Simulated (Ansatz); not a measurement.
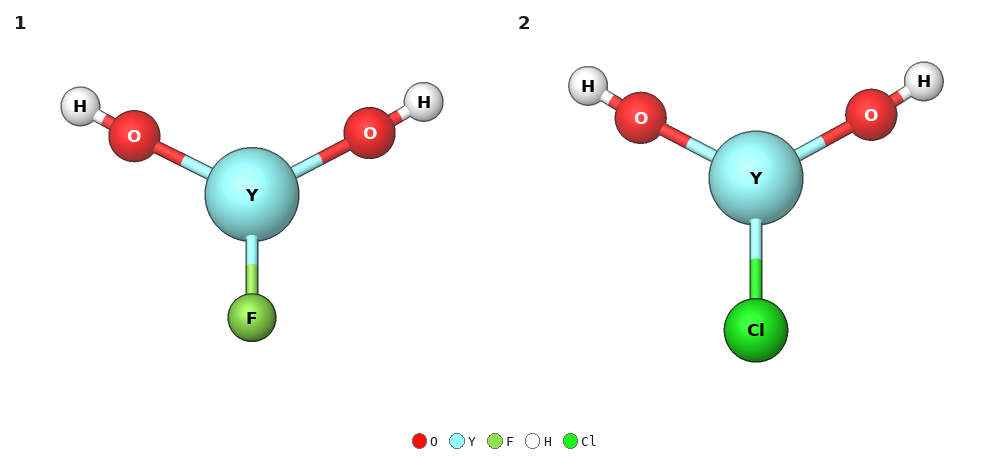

2 molecules with one skeleton, seen from the same side and at one scale. Each species is neutral and a spin singlet. Computed geometries: PBE0-D4/def2-TZVP optimisations, one conformation each. Properties computed with Ansatz 0.2.0. Elements past Kr carry core potentials.

One atom differs, called X below: F in panel 1, Cl in panel 2. Their formulas are FH2O2Y (`[OH][Y]([OH])[F]`), ClH2O2Y (`[OH][Y]([OH])[Cl]`).

### In which is the dipole moment larger (r2SCAN-D4/def2-TZVPP)?

In panel 2 (X = Cl).

### In which is the HOMO–LUMO gap larger (r2SCAN-D4/def2-TZVPP)?

In panel 1 (X = F).

Give the values. With PBE0-D4/def2-TZVP: length of X–Y (Å), mean angle O–Y–X (°), harmonic X–Y stretching wavenumber (cm⁻¹). With r2SCAN-D4/def2-TZVPP: dipole moment (D), HOMO energy (Kohn–Sham orbital) (eV), HOMO–LUMO gap (eV).

```csv
quantity,1 (F),2 (Cl),2 − 1
length of X–Y (Å),2.015,2.493,+0.478
mean angle O–Y–X (°),119.1,120.3,+1.2
dipole moment (D),2.39,3.55,+1.16
HOMO energy (Kohn–Sham orbital) (eV),−7.11,−7.16,−0.05
HOMO–LUMO gap (eV),5.20,5.02,−0.18
harmonic X–Y stretching wavenumber (cm⁻¹),564,341,−223
```
